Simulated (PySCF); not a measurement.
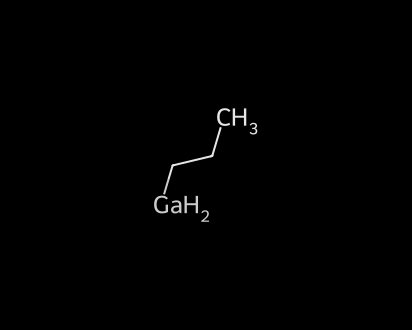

2D structure.

Question: Transcribe the drawing into SMILES.

Answer: CC[CH2][GaH2]

Question: What is the molecular formula?

Answer: C3H9Ga.

Question: An optimisation with PBE0-D3(BJ)/def2-SVP gave a structure of which point group?

Answer: C1. Other conformers may differ.

The parts below concern this one geometry. Atoms keep their numbers from picture to picture. The geometry was computed by an optimisation with PBE0-D3(BJ)/def2-SVP. No frequency run is at hand to confirm it as a minimum.

**Levels of theory compared**

No frequency run is at hand to confirm it as a minimum. Program: PySCF 2.14.0.

Tabulate dipole (D) at these levels: B3LYP/def2-SVPD; BHandHLYP/def2-SVPD; CAM-B3LYP/def2-SVPD; LC-wPBE/def2-SVPD; PBE0/6-31G*; PBE0/aug-cc-pVDZ; PBE0/def2-SVP; PBE0/def2-SVPD; PBE0/def2-TZVP; ωB97X-D/def2-SVPD.

```tsv
level	dipole (D)
B3LYP/def2-SVPD	0.92
BHandHLYP/def2-SVPD	0.85
CAM-B3LYP/def2-SVPD	0.87
LC-wPBE/def2-SVPD	0.84
PBE0/6-31G*	0.91
PBE0/aug-cc-pVDZ	0.91
PBE0/def2-SVP	0.90
PBE0/def2-SVPD	0.90
PBE0/def2-TZVP	0.92
ωB97X-D/def2-SVPD	0.88
```

**Polarisability**

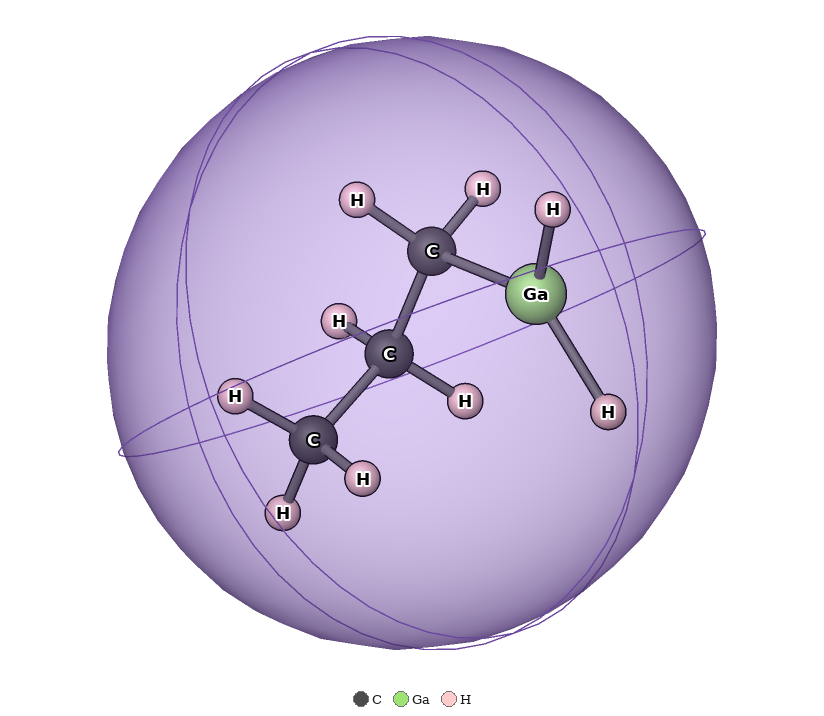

The ellipsoid shows the static dipole polarisability: its half-axes are proportional to the principal values. No frequency run is at hand to confirm it as a minimum. Level of theory: ωB97X-D/def2-SVPD (PySCF 2.14.0).

Question: Give the principal values, the mean and the anisotropy.

Answer: Principal values 59.0, 66.9, 79.2 bohr³; mean 68.4 bohr³ (10.13 Å³); anisotropy 17.6 bohr³, so the longest axis is 1.34 times the shortest.

**Core levels**

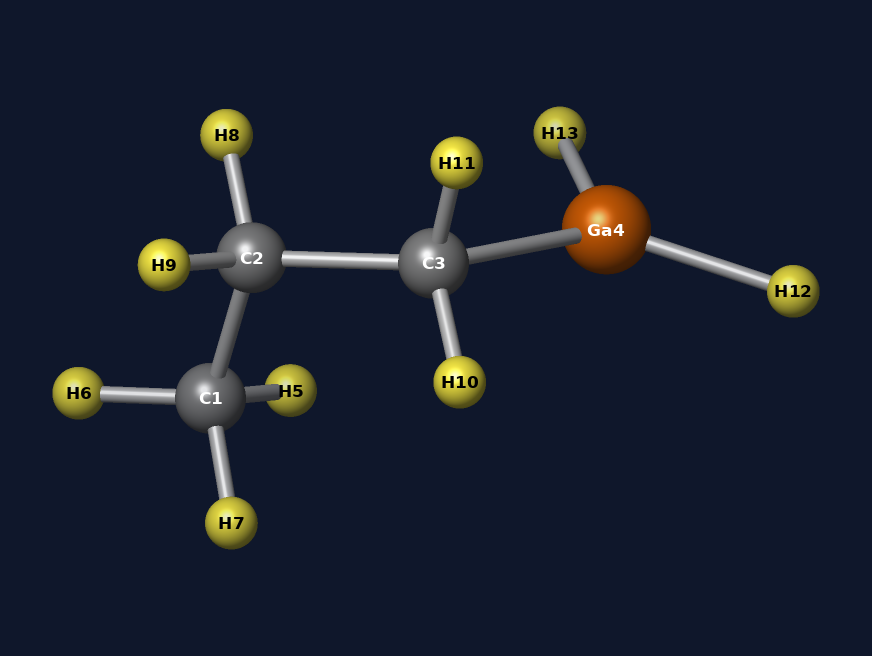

No frequency run is at hand to confirm it as a minimum. Properties computed with delta-SCF UKS SCAN, def2-TZVP on the ionised atom, pcseg-1 elsewhere, spin-free X2C (PySCF 2.14.0).

Give the core-electron binding energies (to vacuum) of C1 1s, C2 1s, C3 1s.

```
atom  level  binding energy (eV)
  C1     1s                291.0
  C2     1s                290.9
  C3     1s                290.3
```

**Excitation**

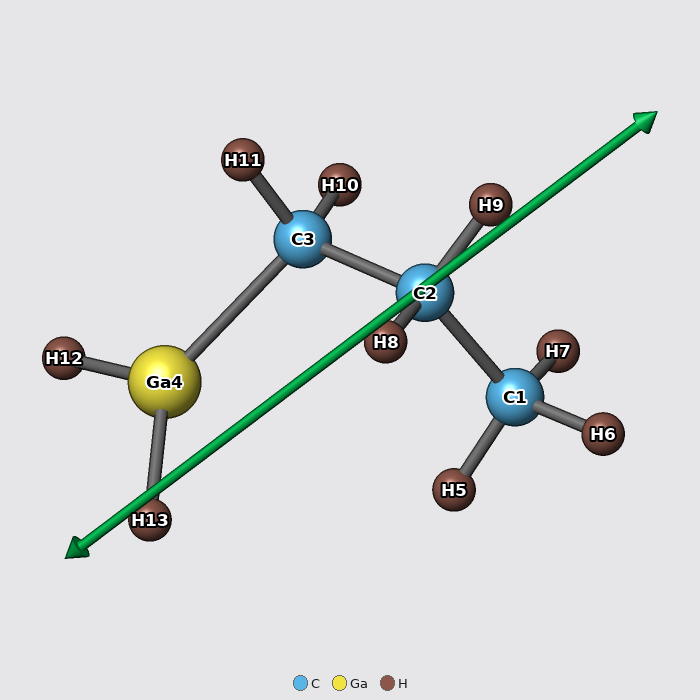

The double arrow shows the direction of the transition dipole to excited singlet state 8 (its length means nothing). No frequency run is at hand to confirm it as a minimum. Properties computed with TDDFT PBE0/def2-SVP, vertical, gas phase, core orbitals frozen in the response (PySCF 2.14.0).

Question: How is the transition polarised?

Answer: Nearly parallel to the C3–Ga4 bond.

Question: Give its energy, strength and character.

Answer: 8.44 eV (147 nm), oscillator strength 0.065, mainly HOMO → LUMO+2 (weight 0.86); transition dipole 1.43 D.
